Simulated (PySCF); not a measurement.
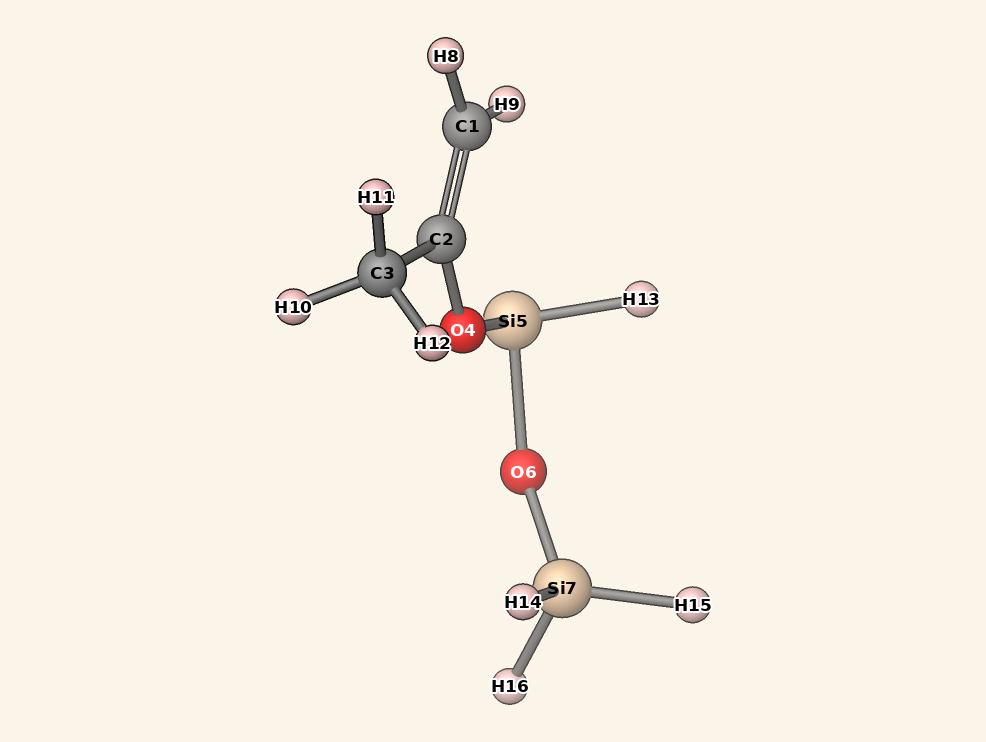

Si5 lies behind O4. The molecule seen a little off the O4–Si5 bond, O4 in front. Distant atoms are faded towards the background colour. Charge −1, singlet. The computed structure is the end point of a GFN2-xTB optimisation. No frequency run is at hand to confirm it as a minimum.

Question: What is the torsion angle C2–O4–Si5–O6? The sign is positive where the front bond must turn clockwise to cover the back bond.

Answer: 178°, antiperiplanar (anti).
